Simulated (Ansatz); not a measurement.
Pressure series in NbAs

Consider NbAs (space group I4_1md, No. 109).

```xyz
4
Lattice="-1.7368 1.7368 5.8744 1.7368 -1.7368 5.8744 1.7368 1.7368 -5.8744" Properties=species:S:1:pos:R:3 pbc="T T T"
Nb     0.0000     0.0000    11.7357
Nb     0.0000     1.7368     2.9241
As     0.0000     0.0000     4.9005
As     1.7368     0.0000     1.9633
```

Cell and atoms are relaxed at each pressure.

Levels (all Ansatz, a program for electronic structure, PAW): PBE (420 eV, without spin-orbit coupling); r2SCAN (500 eV, no spin-orbit coupling).

The base cell above is that of PBE; each level relaxes its own structures.

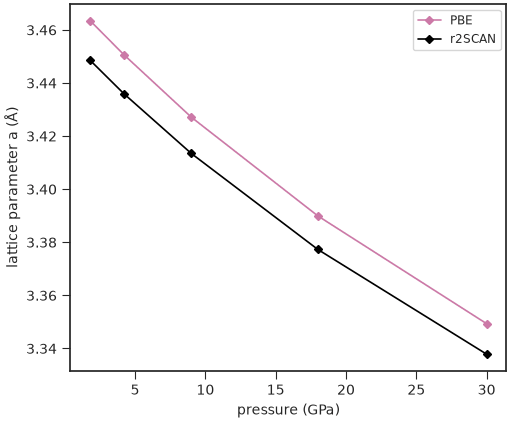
Figure. Lattice parameter a under two levels

How do the two levels compare along the series?

PBE lies above r2SCAN in every row, by 0.022 bohr to 0.028 bohr. They put the cases in the same order.

Load acts through the strain it causes; cell and atoms are relaxed under it. Whether these cells are dynamically stable was not tested. Competing high-pressure phases were not computed. All final runs are without spin polarisation.
